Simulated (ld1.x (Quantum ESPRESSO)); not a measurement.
**Pseudopotential generation for aluminium: TM, PBEsol**

Task: generate the file, and judge it by its errors in other configurations, its logarithmic derivatives, its ghosts and its cutoff.

Program: ld1.x (Quantum ESPRESSO) 7.5. Reference atom: PBEsol, scalar-relativistic, spherical and spin-unpolarised. All values are calculated.

**1. The design**

Typed settings, in words:

```json
{"element": "aluminium (Al, Z = 13)", "type": "norm-conserving Troullier–Martins (Kleinman–Bylander form)", "frozen core": "[Ne]", "valence charge": "3", "reference configuration": "3s2 3p1", "partial waves": "3p (bound): rc 2.15 bohr; 3s (bound): rc 2.02 bohr", "local potential": "the s channel", "core correction": "Bessel-smoothed model core inside 0.95 bohr"}
```

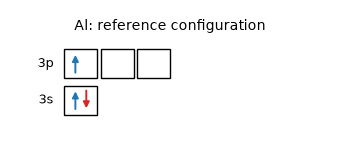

The outer shells as boxes. The arrows follow Hund's rule for the drawing; the calculation itself is spin-unpolarised.

The nodes and maxima of the atom's own shells, from an earlier all-electron run, set the scale for the radii.

All-electron outer shells of the reference configuration (PBEsol, scalar-relativistic, ld1.x):

| shell | level (eV) | outermost node (bohr) | outermost maximum (bohr) |
| --- | --- | --- | --- |
| 2s | -107.85 | 0.16 | 0.50 |
| 2p | -69.54 | – | 0.43 |
| 3s | -7.71 | 0.80 | 2.09 |
| 3p | -2.69 | 0.82 | 2.64 |

**2. The generation run**

The input, Al.in:

```
 &input
   title='Al', zed=13., rel=1, dft='PBESOL', iswitch=3,
   config='[Ne] 3s2 3p1',
   nld=2, rlderiv=2.35, eminld=-3.0, emaxld=5.0, deld=0.02
 /
 &inputp
   pseudotype=2, tm=.true., lloc=0,
   nlcc=.true., new_core_ps=.true., rcore=0.95,
   file_pseudopw='Al.UPF', file_wfcaegen='ae.wfc', file_wfcncgen='nc.wfc', file_beta='beta', file_chi='chi'
 /
2
3P  2  1   1.00   0.00  2.15  2.15  0.0
3S  1  0   2.00   0.00  2.02  2.02  0.0
 &test
   configts(1)='3s2 3p1'
 /
```

Started as:

```bash
ld1.x < Al.in > Al.out
```

Output in Al.out (without the banner and most projector matrices):

```text
     Program LD1 v.7.5
     --------------------------- All-electron run ----------------------------

     Al
     scalar relativistic calculation

     atomic number is 13.00
     dft =PBESOL   lsd =0 sic =0 latt =0  beta=0.20 tr2=1.0E-14
     Exchange-correlation= PBESOL
                           (   1   4  10   8   0   0   0)
     mesh =1135 r(mesh) = 100.48924 a.u. xmin = -7.00 dx = 0.01250
     1 Ry =  13.60569312 eV, c = 137.03599908

     n l     nl                  e(Ry)          e(Ha)          e(eV)
     1 0     1S 1( 2.00)      -110.8237       -55.4118     -1507.8330
     2 0     2S 1( 2.00)        -7.9266        -3.9633      -107.8472
     2 1     2P 1( 6.00)        -5.1111        -2.5555       -69.5394
     3 0     3S 1( 2.00)        -0.5670        -0.2835        -7.7149
     3 1     3P 1( 1.00)        -0.1977        -0.0988        -2.6895

     final scf error:  3.9E-15 reached in  22 iterations

     Etot =    -484.392823 Ry,    -242.196412 Ha,   -6590.500101 eV

     Ekin =     485.151537 Ry,     242.575769 Ha,    6600.822933 eV
     Encl =   -1159.476966 Ry,    -579.738483 Ha,  -15775.487787 eV
     Eh   =     225.781606 Ry,     112.890803 Ha,    3071.915248 eV
     Exc  =     -35.849000 Ry,     -17.924500 Ha,    -487.750496 eV

     normalization and overlap integrals

     s(1S/1S) =  1.000000  <r> =   0.1204  <r2> =    0.0195  r(max) =   0.0789
     s(2S/2S) =  1.000000  <r> =   0.6270  <r2> =    0.4716  r(max) =   0.4954
     s(2P/2P) =  1.000000  <r> =   0.6039  <r2> =    0.4639  r(max) =   0.4264
     s(3S/3S) =  1.000000  <r> =   2.5469  <r2> =    7.5760  r(max) =   2.0856
     s(3P/3P) =  1.000000  <r> =   3.4340  <r2> =   14.2108  r(max) =   2.6447

     ------------------------ End of All-electron run ------------------------

     --------------------- Generating NC pseudopotential ---------------------

      Generating local pot.: lloc=0, matching radius rcloc =   2.0200

      Computing core charge for nlcc:

       r > 0.96 : true rho core
      Core charge pseudized with two Bessel functions
      Integrated core pseudo-charge :   6.67

      Wfc   3P  rcut= 2.138  Using Troullier-Martins method

     ------------------- End of pseudopotential generation -------------------

     [... the all-electron block is printed once more ...]


     Computing logarithmic derivative in   2.34860
     Computing logarithmic derivative in   2.34860
     Computing the partial wave expansion
       no projector for channel:   0
     R is outside the sphere for l=    1 j= 0.00

     ---------------------- Testing the pseudopotential ----------------------

     Al
     scalar relativistic calculation

     atomic number is 13.00   valence charge is  3.00
     dft =PBESOL   lsd =0 sic =0 latt =0  beta=0.20 tr2=1.0E-14
     mesh =1135 r(mesh) = 100.48924 xmin = -7.00 dx = 0.01250

     n l     nl             e AE (Ry)        e PS (Ry)    De AE-PS (Ry)
     1 0     3S   1( 2.00)       -0.56703       -0.56703        0.00000
     2 1     3P   1( 1.00)       -0.19767       -0.19767       -0.00000

     eps = 7.2E-15  iter = 13

     Etot =    -484.392823 Ry,    -242.196412 Ha,   -6590.500101 eV
     Etotps =   -16.921754 Ry,      -8.460877 Ha,    -230.232193 eV

     Ekin =       1.240245 Ry,       0.620123 Ha,      16.874397 eV
     Encl =      -6.645572 Ry,      -3.322786 Ha,     -90.417611 eV
     Ehrt =       2.882196 Ry,       1.441098 Ha,      39.214279 eV
     Ecxc =     -14.372448 Ry,      -7.186224 Ha,    -195.547115 eV
     (Ecc =     -13.020092 Ry,      -6.510046 Ha,    -177.147371 eV)
     Epseu=      -0.026176 Ry,      -0.013088 Ha,      -0.356142 eV

     ---------------------- End of pseudopotential test ----------------------
```

Wall time 0.68 s (1 thread, shared host). (Generation and the later configuration tests together.)

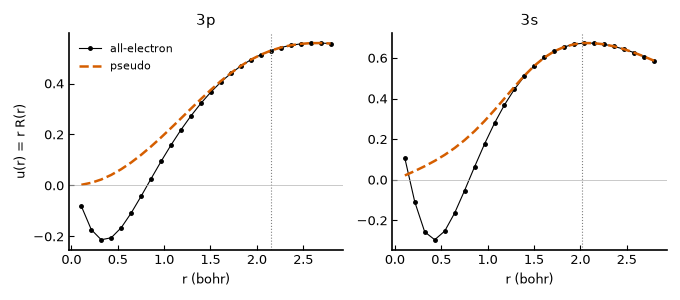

All-electron and pseudo partial waves (3p, 3s), with the matching radii dotted. The curves join 26 sampled radii.

**3. Testing the new file in other configurations**

The input, Al.test.in:

```
 &input
   title='Al', zed=13., rel=1, dft='PBESOL', iswitch=2,
   config='[Ne] 3s2 3p1'
 /
 &test
   file_pseudo='Al.UPF', nconf=8,
   configts(1)='3s2 3p1',
   configts(2)='3s2 3p0',
   configts(3)='3s1 3p0',
   configts(4)='3s2 3p0.5',
   configts(5)='3s1 3p2',
   configts(6)='3s0 3p3',
   configts(7)='3s1 3p1',
   configts(8)='3s2 3p1.3'
 /
```

Started as:

```bash
ld1.x < Al.test.in > Al.test.out
```

Al.test.out, the pseudopotential blocks:

```text
     ---------------------- Testing the pseudopotential ----------------------

     Al
     scalar relativistic calculation

     atomic number is 13.00   valence charge is  3.00
     dft =PBESOL   lsd =0 sic =0 latt =0  beta=0.20 tr2=1.0E-14
     mesh =1135 r(mesh) = 100.48924 xmin = -7.00 dx = 0.01250

     n l     nl             e AE (Ry)        e PS (Ry)    De AE-PS (Ry)
     1 0     3S   1( 2.00)       -0.56703       -0.56703        0.00000
     2 1     3P   1( 1.00)       -0.19767       -0.19767       -0.00000

     eps = 7.2E-15  iter = 13

     Etot =    -484.392823 Ry,    -242.196412 Ha,   -6590.500101 eV
     Etotps =   -16.921754 Ry,      -8.460877 Ha,    -230.232193 eV

     Ekin =       1.240245 Ry,       0.620123 Ha,      16.874397 eV
     Encl =      -6.645572 Ry,      -3.322786 Ha,     -90.417611 eV
     Ehrt =       2.882196 Ry,       1.441098 Ha,      39.214279 eV
     Ecxc =     -14.372448 Ry,      -7.186224 Ha,    -195.547115 eV
     (Ecc =     -13.020092 Ry,      -6.510046 Ha,    -177.147371 eV)
     Epseu=      -0.026176 Ry,      -0.013088 Ha,      -0.356142 eV

     ---------------------- End of pseudopotential test ----------------------

     ---------------------- Testing the pseudopotential ----------------------

     Al
     [...]
     n l     nl             e AE (Ry)        e PS (Ry)    De AE-PS (Ry)
     1 0     3S   1( 2.00)       -1.08588       -1.08530       -0.00058
     2 1     3P   1( 0.00)       -0.66343       -0.66317       -0.00026

     eps = 1.9E-16  iter =  9

     Etot =    -483.971232 Ry,    -241.985616 Ha,   -6584.764058 eV
     Etotps =   -16.500271 Ry,      -8.250135 Ha,    -224.497621 eV
     dEtot_ae =       0.421591 Ry
     dEtot_ps =       0.421483 Ry,   Delta E=       0.000108 Ry

     [...]
     ---------------------- End of pseudopotential test ----------------------

     ---------------------- Testing the pseudopotential ----------------------

     Al
     [...]
     n l     nl             e AE (Ry)        e PS (Ry)    De AE-PS (Ry)
     1 0     3S   1( 1.00)       -1.73825       -1.73786       -0.00039
     2 1     3P   1( 0.00)       -1.25982       -1.26006        0.00024

     eps = 9.5E-15  iter =  7

     Etot =    -482.562231 Ry,    -241.281115 Ha,   -6565.593628 eV
     Etotps =   -15.091891 Ry,      -7.545946 Ha,    -205.335643 eV
     dEtot_ae =       1.830592 Ry
     dEtot_ps =       1.829863 Ry,   Delta E=       0.000729 Ry

     [...]
     ---------------------- End of pseudopotential test ----------------------

     ---------------------- Testing the pseudopotential ----------------------

     Al
     [...]
     n l     nl             e AE (Ry)        e PS (Ry)    De AE-PS (Ry)
     1 0     3S   1( 2.00)       -0.81266       -0.81240       -0.00026
     2 1     3P   1( 0.50)       -0.41715       -0.41703       -0.00012

     eps = 1.1E-16  iter = 10

     Etot =    -484.240419 Ry,    -242.120209 Ha,   -6588.426536 eV
     Etotps =   -16.769371 Ry,      -8.384685 Ha,    -228.158911 eV
     dEtot_ae =       0.152404 Ry
     dEtot_ps =       0.152383 Ry,   Delta E=       0.000021 Ry

     [...]
     ---------------------- End of pseudopotential test ----------------------

     ---------------------- Testing the pseudopotential ----------------------

     Al
     [...]
     n l     nl             e AE (Ry)        e PS (Ry)    De AE-PS (Ry)
     1 0     3S   1( 1.00)       -0.62700       -0.62709        0.00009
     2 1     3P   1( 2.00)       -0.24428       -0.24405       -0.00023

     eps = 6.8E-16  iter =  9

     Etot =    -484.016592 Ry,    -242.008296 Ha,   -6585.381214 eV
     Etotps =   -16.545356 Ry,      -8.272678 Ha,    -225.111038 eV
     dEtot_ae =       0.376231 Ry
     dEtot_ps =       0.376398 Ry,   Delta E=      -0.000167 Ry

     [...]
     ---------------------- End of pseudopotential test ----------------------

     ---------------------- Testing the pseudopotential ----------------------

     Al
     [...]
     n l     nl             e AE (Ry)        e PS (Ry)    De AE-PS (Ry)
     1 0     3S   1( 0.00)       -0.67831       -0.67849        0.00018
     2 1     3P   1( 3.00)       -0.28420       -0.28373       -0.00047

     eps = 3.4E-15  iter =  9

     Etot =    -483.628053 Ry,    -241.814026 Ha,   -6580.094872 eV
     Etotps =   -16.156325 Ry,      -8.078162 Ha,    -219.817996 eV
     dEtot_ae =       0.764770 Ry
     dEtot_ps =       0.765429 Ry,   Delta E=      -0.000659 Ry

     [...]
     ---------------------- End of pseudopotential test ----------------------

     ---------------------- Testing the pseudopotential ----------------------

     Al
     [...]
     n l     nl             e AE (Ry)        e PS (Ry)    De AE-PS (Ry)
     1 0     3S   1( 1.00)       -1.14333       -1.14270       -0.00063
     2 1     3P   1( 1.00)       -0.71458       -0.71393       -0.00065

     eps = 3.8E-15  iter = 11

     Etot =    -483.545583 Ry,    -241.772791 Ha,   -6578.972813 eV
     Etotps =   -16.074765 Ry,      -8.037382 Ha,    -218.708319 eV
     dEtot_ae =       0.847240 Ry
     dEtot_ps =       0.846989 Ry,   Delta E=       0.000251 Ry

     [...]
     ---------------------- End of pseudopotential test ----------------------

     ---------------------- Testing the pseudopotential ----------------------

     Al
     [...]
     n l     nl             e AE (Ry)        e PS (Ry)    De AE-PS (Ry)
     1 0     3S   1( 2.00)       -0.43789       -0.43798        0.00009
     2 1     3P   1( 1.30)       -0.08329       -0.08331        0.00003

     eps = 1.6E-15  iter = 13

     Etot =    -484.434579 Ry,    -242.217289 Ha,   -6591.068215 eV
     Etotps =   -16.963516 Ry,      -8.481758 Ha,    -230.800391 eV
     dEtot_ae =      -0.041756 Ry
     dEtot_ps =      -0.041762 Ry,   Delta E=       0.000006 Ry

     [...]
     ---------------------- End of pseudopotential test ----------------------
```

Excitation and ionisation energies from 3s2 3p1, with the error of the potential.

```tsv
valence configuration	charge	ΔE all-electron (eV)	error AE − PS (meV)
3s2 3p0	+1	5.736	+1.5
3s1 3p0	+2	24.906	+9.9
3s2 3p0.5	+0.5	2.074	+0.3
3s1 3p2	0	5.119	-2.3
3s0 3p3	0	10.405	-9.0
3s1 3p1	+1	11.527	+3.4
3s2 3p1.3	-0.3	-0.568	+0.1
```

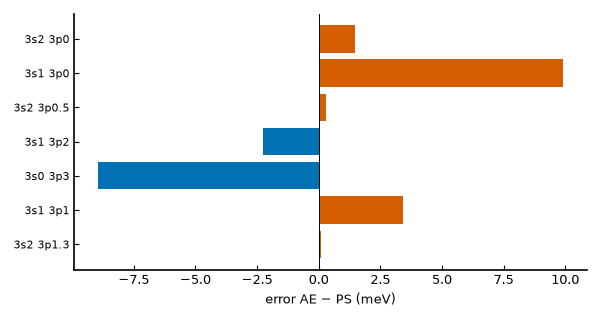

Error of the potential in each test configuration.

**4. Scattering by logarithmic derivatives**

Taken from the files of the generation run. The phase is arctan(r·u′/u) with u = r·R, unwrapped, with energies in Ry. A pole is an energy at which the radial function vanishes at the test radius. The pseudo phase is shifted by a multiple of π to meet the all-electron one at the reference energy. Levels narrower than the energy grid can be missing from the poles. The last column is the largest difference on the grid between −1 and +1 Ry.

| channel | radius (bohr) | reference (Ry) | poles AE | poles PS | window around the reference with phases within 0.05 rad (Ry) | largest difference near zero (rad) |
| --- | --- | --- | --- | --- | --- | --- |
| s | 2.35 | -0.57 | 1.44 | 1.35 | below 2.9 | 0.007 |
| p | 2.35 | -0.20 | 2.28 | 1.95 | below 2.1 | 0.021 |

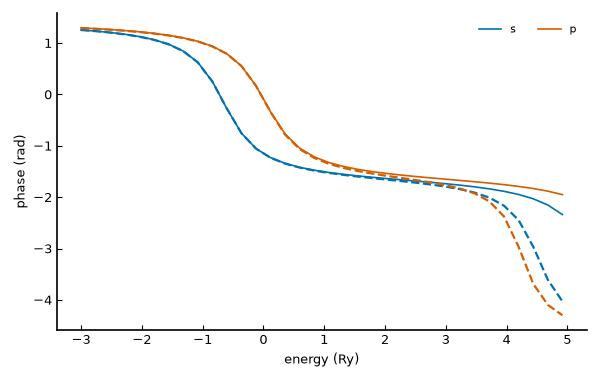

All-electron (solid) and pseudo (dashed) phases against energy.

**5. Cutoff and ghost test in a Bessel basis**

This step uses the generator's waves and projectors in a separate script. Basis: spherical Bessel functions vanishing at 20 bohr, q² up to the cutoff; potential fixed at the reference.

All-electron valence levels (Ry): 3p -0.1977, 3s -0.5670. The lowest levels of each channel (Ry) by cutoff; the last column sums, over occupied levels, occupation times the distance from the level at 400 Ry. A positive value at high cutoff is not a bound level.

| cutoff (Ry) | p #1 | s #1 | d #1 | f #1 | Σ f·Δε (mRy) |
| --- | --- | --- | --- | --- | --- |
| 8 | -0.1974 | -0.5597 | 0.0487 | 0.1031 | 14.8 |
| 10 | -0.1975 | -0.5640 | 0.0487 | 0.1031 | 6.2 |
| 15 | -0.1976 | -0.5651 | 0.0487 | 0.1031 | 3.9 |
| 18 | -0.1976 | -0.5654 | 0.0487 | 0.1031 | 3.2 |
| 21 | -0.1976 | -0.5659 | 0.0487 | 0.1031 | 2.2 |
| 25 | -0.1977 | -0.5664 | 0.0487 | 0.1031 | 1.2 |
| 30 | -0.1977 | -0.5669 | 0.0487 | 0.1031 | 0.3 |
| 35 | -0.1977 | -0.5670 | 0.0487 | 0.1031 | 0.1 |
| 40 | -0.1977 | -0.5670 | 0.0487 | 0.1031 | 0.1 |
| 400 | -0.1977 | -0.5670 | 0.0487 | 0.1031 | 0.0 |

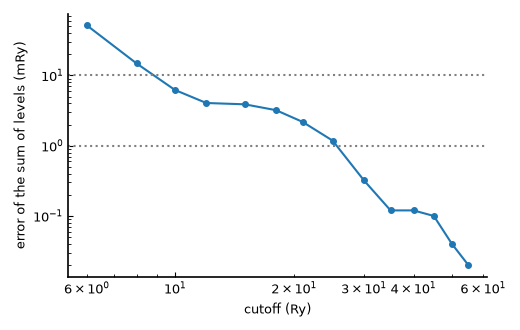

Occupation-weighted error of the valence levels against the cutoff; the dotted lines mark 10 and 1 mRy.

The sum stays within 10 mRy from 10 Ry and within 1 mRy from 30 Ry. The sum leaves out empty levels, which can need more. Ghost test: no level below the all-electron spectrum of its channel (p, s, d, f tested).

**6. Results**

| quantity | value |
| --- | --- |
| cutoffs for 10 and 1 mRy, occupied levels | 10 Ry and 30 Ry |
| bound ghosts | none found |
| largest test error (AE − PS) | +9.9 meV, for 3s1 3p0 |
| largest phase difference near zero energy, channels read | 0.021 rad |

What this shows: The worst unpolarised test, 3s1 3p0, is off by 9.9 meV on 24.9 eV; by total energies transferability rates as good. It counts as soft on the atom at that tolerance, with 10 Ry needed at the looser tolerance. The tighter tolerance needs 30 Ry, and converged work needs a cutoff nearer that. The slowest occupied level is 3s: taken alone it needs 25 Ry to come within 1 mRy, against 6 Ry or less for 3p. No bound ghost shows below the valence levels. Near zero energy the phases of the channels with partial waves agree within 0.021 rad.
